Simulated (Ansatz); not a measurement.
The starting structures come from a database of crystals and need not be the phases stable at ambient conditions.

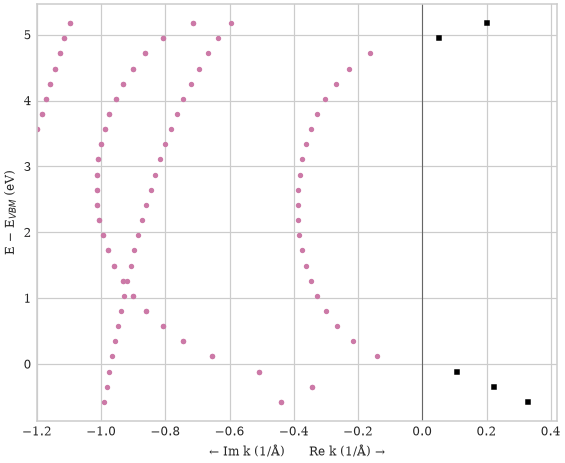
Figure: Complex bands at the centre of the two-dimensional zone; r2SCAN (Ansatz, a first-principles code)

No gap correction and no spin-orbit coupling; mid-gap values are interpolated between computed energies.

Task: This is MgScAlO4 (R3m, not sure to be the ambient phase, 7 atoms a cell, 11.0 Å³ an atom, -5 GPa at this level) along the normal of (001). Read off the slowest decay at the centre of the two-dimensional zone at 2.42 eV, the computed energy nearest the middle of the gap.

Result: κ ≈ 0.39 1/Å, a decay length 1/(2κ) of the density of 1.3 Å.
